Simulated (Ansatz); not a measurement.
**BFH$_{2}$N···HF (doublet): density, localisation and related maps**

```yaml
atoms:
  - { symbol: B, position_ang: [-0.1307, -0.5351, -0.2690] }
  - { symbol: F, position_ang: [-0.2943, -0.1085, 2.2195] }
  - { symbol: F, position_ang: [0.8851, 0.3032, -0.0314] }
  - { symbol: N, position_ang: [-1.2847, -0.0908, -0.8985] }
  - { symbol: H, position_ang: [-2.0580, -0.6879, -1.0805] }
  - { symbol: H, position_ang: [-1.4456, 0.8701, -1.1167] }
  - { symbol: H, position_ang: [0.5265, 0.2490, 2.0215] }
```

Level of theory: UHF/6-31G* (Ansatz).

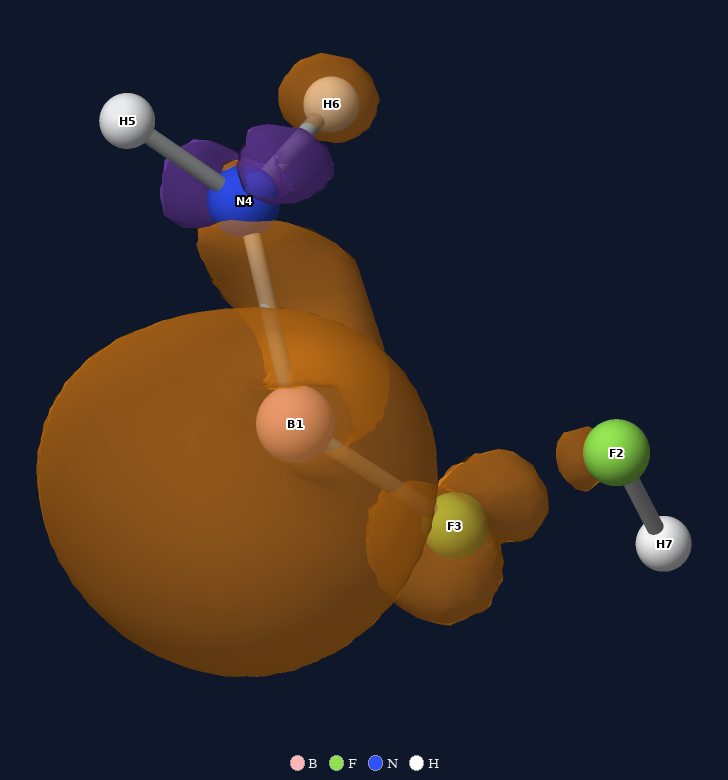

Figure 1. Isosurfaces of the spin density (α minus β) at +0.03 (orange) and −0.03 e/Å³ (purple), seen at an oblique angle.

Q: Where is the unpaired spin?

A: The unpaired spin (1 electron) lies mostly on B1 (about 0.9), in electrons by Hirshfeld's partition.

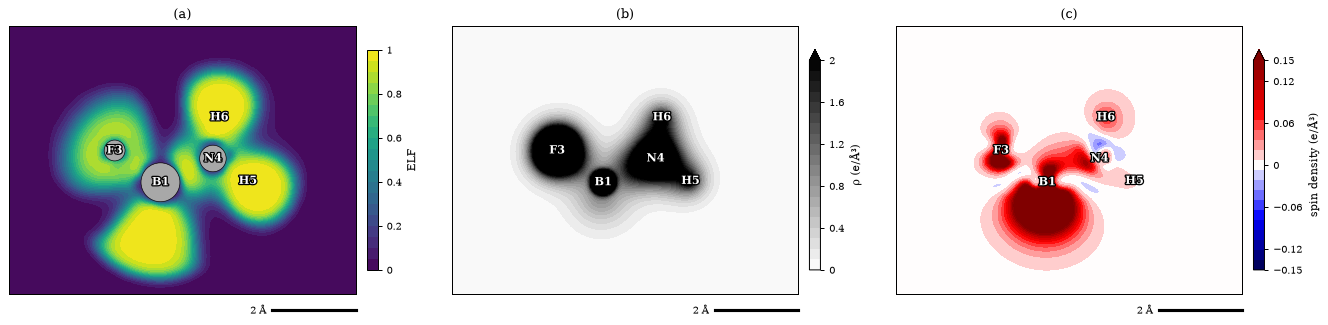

Figure 2. (a) electron localisation function; (b) total electron density; (c) spin density on the plane of atoms H5, N4 and H6. Grey discs cover the atomic cores in the ELF map.

Q: Interpret the plot.

A: Atoms in the plane: B, F, N and H. B–F (1.34 Å): the density is about 2.1 e/Å³ at the midpoint; the ELF peaks at about 0.85 between the atoms: a shared but strongly polarised pair. B–N (1.39 Å): the density is about 2 e/Å³ at the midpoint; the ELF peaks at about 0.95 between the atoms, as expected for a short, strongly polar bond. N–H (0.99 Å): ρ is about 2.9 e/Å³ halfway; the ELF climbs to about 1 towards the hydrogen, as it does in any bond to H; a covalent bond by its length. The ELF also peaks beside F3, away from the bonds: non-bonding electrons, paired or unpaired.

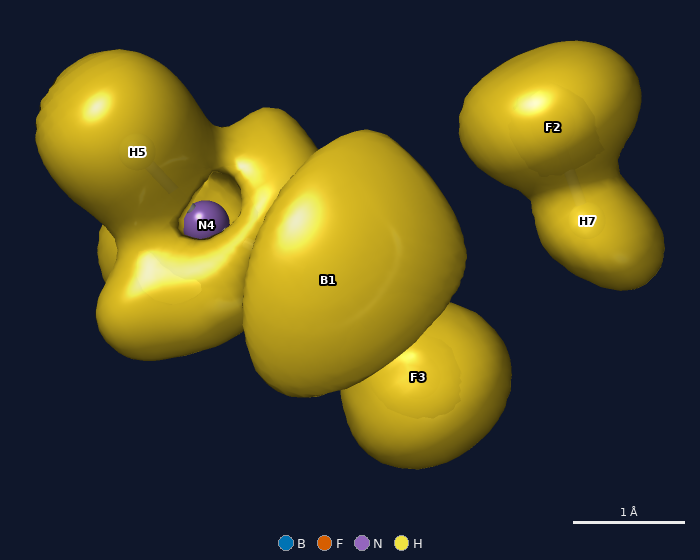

Figure 3. Isosurface of the ELF at 0.75 (yellow), seen across its widest extent. Only the valence region is drawn (cores and ρ < 0.01 e/Å³ removed).

Q: Describe the localisation domains.

A: The surface consists of one region on F in which the atom's valence shell and bonds are merged, one lobe on B, pointing away from the bonds (non-bonding electrons), one joined region spread over several atoms (F, H), in which their bonds and any lone pairs are merged and one joined region spread over several atoms (H, N), in which their bonds and any lone pairs are merged. Along the contacts the grid gives the following. B1···F2 (2.53 Å): the ELF dips to about 0.05 between them.

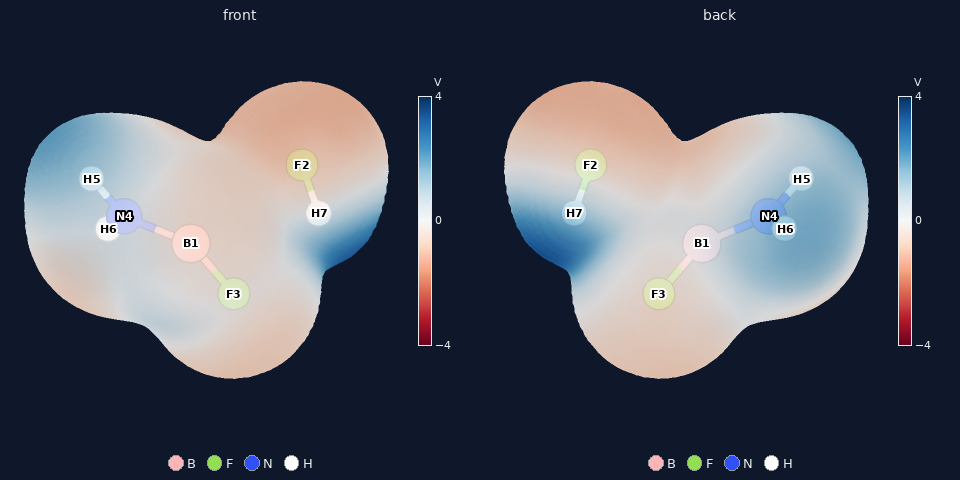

Figure 4. The electrostatic potential painted on the density surface at 0.002 e/bohr³, seen from the front and from behind; red is negative and blue positive.

Q: Which sites attract a positive test charge, and which a negative one?

A: A positive charge is drawn to the negative regions and a negative charge to the positive ones. The most negative region (about −1.3 V) lies over F2, the most positive (about +3.3 V) over H7.
